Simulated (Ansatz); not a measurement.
# F3NS (SMILES N#S(F)(F)F): what the fields show

Input

```
basis:
  gaussian: {orbitals: def2-TZVPD}
crystal:
  periodic: [false, false, false]
  atoms:
    - {symbol: F, position_ang: [1.159761, 1.908545, 2.539087]}
    - {symbol: F, position_ang: [0.618926, 1.097506, 0.413202]}
    - {symbol: F, position_ang: [-1.035159, 2.072645, 1.748433]}
    - {symbol: N, position_ang: [-0.234128, -0.370404, 2.476710]}
    - {symbol: S, position_ang: [0.063869, 0.905354, 1.914166]}
hamiltonian: {xc: pbe0}
output: {forces: true, orbitals: {seedname: orbitals}}
```

Run with:

```sh
ansatz run input.yaml --threads 2 --pin off --max-ram 4350MiB --events-out events.jsonl --progress --plain --runs-dir runs
```

Geometry: B3LYP-D3(BJ)/6-311G**.

Computed with isolated molecule in a Gaussian basis; Kohn-Sham density functional theory, functional PBE0 (Ansatz).

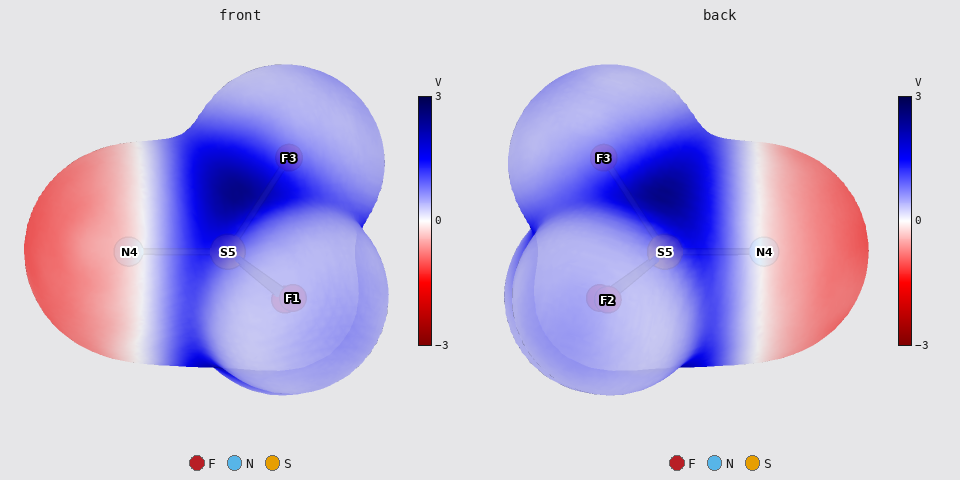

Figure 1. The molecular electrostatic potential painted on the density surface at 0.004 e/bohr³, seen from the front and from behind; the colour scale runs from red (negative) to blue (positive).

Describe the electrostatic potential map.

The most negative region (about −1.0 V, or −23 kcal/mol for a unit charge) lies over N4, the most positive (about +2.4 V, or +55 kcal/mol for a unit charge) over S5.

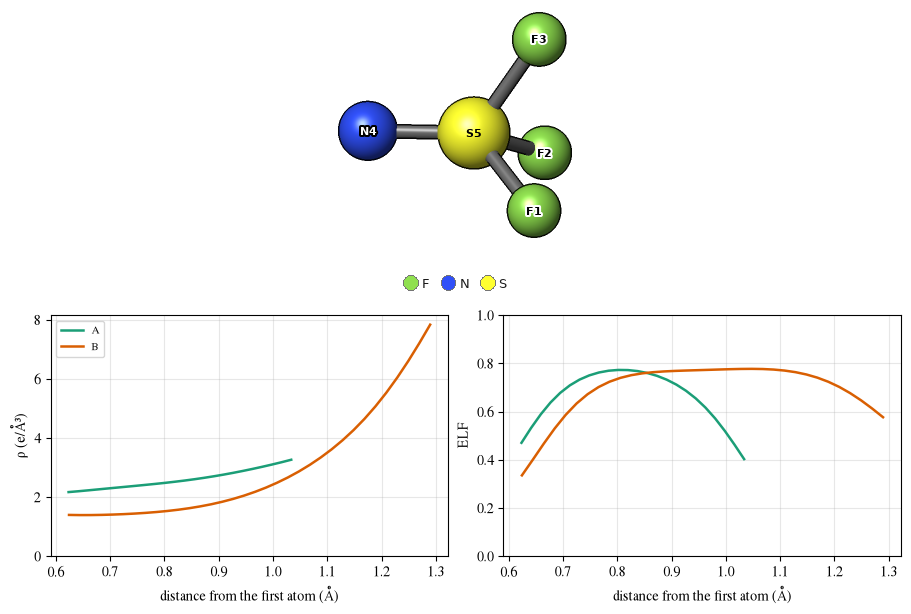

Figure 2. Electron density and electron localisation function along straight lines between neighbouring atoms. The curves leave out the atomic cores. The structure is drawn too.

Which curve belongs to which contact (S–F and S–N)? The first atom named is at distance zero.

Curve A: S–N (1.43 Å): ρ at the midpoint is about 2.3 e/Å³; the ELF peaks at about 0.75 between the atoms: localised, covalent bonding. Curve B: S–F (1.61 Å): ρ at the midpoint is about 1.5 e/Å³; the ELF peaks at about 0.80 between the atoms (a shared but strongly polarised pair).

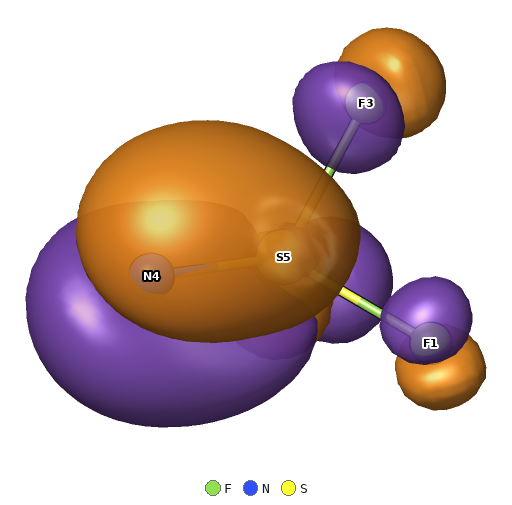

Figure 3. The HOMO at ±0.1 Å⁻³ᐟ² (orange and purple are the two phases), seen at a tilt.

Where does this orbital lie, and at what energy?

By Hirshfeld shares it lies mainly on N4 (about 55 %) and S5 (about 25 %); π-bonding across N4–S5. It is one of a degenerate set, so its orientation is arbitrary. Its energy is −10.05 eV.
